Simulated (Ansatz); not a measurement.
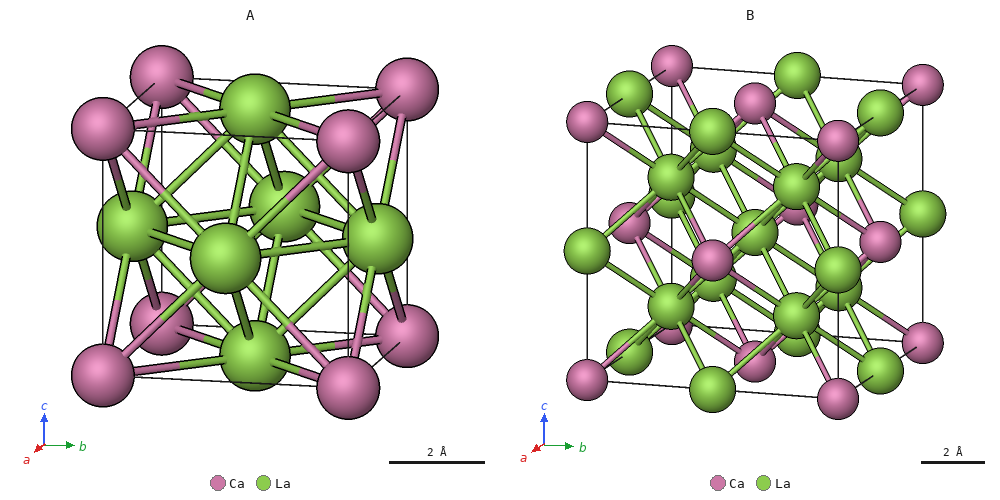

Two structures of CaLa3, each relaxed to rest (conventional cells in solid outline, small ones repeated, not to one scale). Method: DFT PBE, scalar-relativistic, plane waves, PAW (Ansatz 0.2.0), without spin polarisation.

> What are A and B?

A: Cu₃Au (L1₂) type, Pm-3m. B: D0₃ (BiF₃ or Fe₃Al type), Fm-3m.

> Which has the lower energy, and by how much?

A is lower, by 57 meV/atom at this level of theory (energies at zero smearing). Volumes: A 37.9, B 38.8 Å³/atom.

One or both may be structure types tried for this composition rather than known phases.
